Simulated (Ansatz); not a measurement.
The calculation's input:

```
crystal:
  periodic: [false, false, false]
  atoms:
    - {symbol: C, position_ang: [-1.302775, -0.531130, 1.973865]}
    - {symbol: C, position_ang: [-1.138309, -0.282671, 0.497162]}
    - {symbol: O, position_ang: [0.214602, 0.002566, 0.232177]}
    - {symbol: C, position_ang: [0.464107, 0.247207, -1.122283]}
    - {symbol: C, position_ang: [1.939181, 0.536049, -1.262114]}
    - {symbol: F, position_ang: [2.227218, 0.780717, -2.590491]}
    - {symbol: H, position_ang: [-2.345991, -0.755102, 2.206160]}
    - {symbol: H, position_ang: [-1.002077, 0.347628, 2.547404]}
    - {symbol: H, position_ang: [-0.688912, -1.375752, 2.292273]}
    - {symbol: H, position_ang: [-1.452737, -1.163634, -0.083020]}
    - {symbol: H, position_ang: [-1.766380, 0.560788, 0.172102]}
    - {symbol: H, position_ang: [0.196268, -0.622772, -1.740465]}
    - {symbol: H, position_ang: [-0.118638, 1.106740, -1.486090]}
    - {symbol: H, position_ang: [2.218419, 1.417113, -0.678149]}
    - {symbol: H, position_ang: [2.534122, -0.318649, -0.929231]}
basis:
  gaussian: {orbitals: def2-TZVPP}
hamiltonian: {xc: pbe0, dispersion: d4}
output: {orbitals: {seedname: orbitals}}
```

Launched as:

```sh
ansatz run in.yaml --threads 8 --pin off --events-out ev --progress --plain --max-ram 18278MiB
```

Geometry: PBE0-D4/def2-TZVP.

Computed with RKS PBE0-D4/def2-TZVPP (Ansatz 0.2.0).

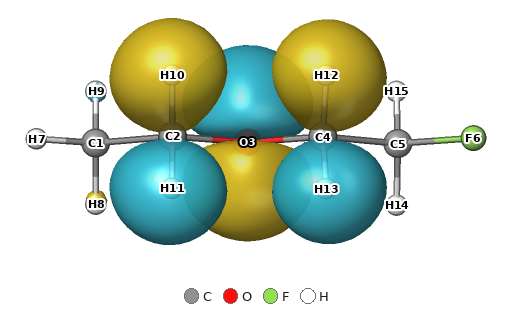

C₄H₉FO (SMILES CCOCCF). The HOMO at ±0.08 Å⁻³ᐟ² (yellow and cyan are the two phases), seen from one side.

Question: Where does this orbital lie, and at what energy?

Answer: It lies mainly on O3 (about 55 %), C2 (about 10 %) and C4 (about 10 %). Its energy is −7.67 eV.
